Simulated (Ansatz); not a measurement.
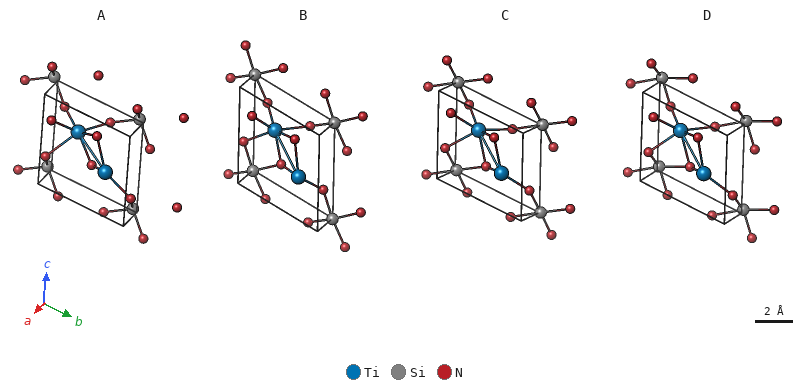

4 geometries from one relaxation of a crystal of Ti$_{2}$SiN$_{4}$ (built on the K2PdF4-12 type type), in shuffled order. A ball-and-stick model of the cell of the calculation, reduced to other axes, seen slightly off an axis. Lengths and directions refer to the drawn axes.

Case: shaken.

These are results of DFT, PBEsol, plane waves, PAW (Ansatz), not measurements. Set-up: plane-wave cutoff 420 eV; k-point mesh 4 × 4 × 6; occupations fermi dirac; smearing width 0.05 eV; no spin polarisation; cell and atoms relaxed; force threshold 0.01 eV/Å; at most 120 steps.

Question: Order the frames from highest to lowest energy.

Answer: B, C, D, A. They are steps 0, 9, 17, 39, at +223 meV per atom, +80.4 meV per atom, +45.2 meV per atom relative to the last. After 33 accepted moves (39 points after the start) the energy has fallen by 223 meV per atom. The largest force component goes from 2.5 to 0.0028 eV/Å. The pressure goes from −1.66 to 0.01 GPa. The line search rejected the trial steps at points 13, 15, 37 of the run. At 3 points the geometry stayed and the basis and grid were re-selected for the new cell (energy shift of 6.7 meV per atom at most each time). The largest move relative to the cell is that of an N atom, 0.85 Å along [3 1 −1]. By element the largest moves are N 0.85 Å, Si 0.59 Å, Ti 0.22 Å. The volume changes by +1.1 %, with a 3.015 → 2.959 Å (−1.9 %), b 5.067 → 5.241 Å (+3.4 %), c 5.295 → 4.942 Å (−6.7 %), α 118.2° → 109.7°, β 94.3° → 95.8°, γ 91.0° → 86.9°. Among the contacts that change: N–Si 3.114 → 1.790 Å, N–Ti 2.066 → 3.082 Å, N–Si 1.895 → 2.879 Å, Ti–Ti 3.178 → 3.573 Å. New bonds form, among them: N–Si (3.11 → 1.79 Å). Bonds break, among them: N–Si (1.90 → 2.88 Å), N–Ti (2.07 → 3.08 Å). Among the angles between lasting bonds that change: N–Si–N 172.5° → 113.8°, Ti–N–Si 149.1° → 125.0°, Ti–N–Si 108.2° → 131.8°. The space group stays P1 (No. 1).
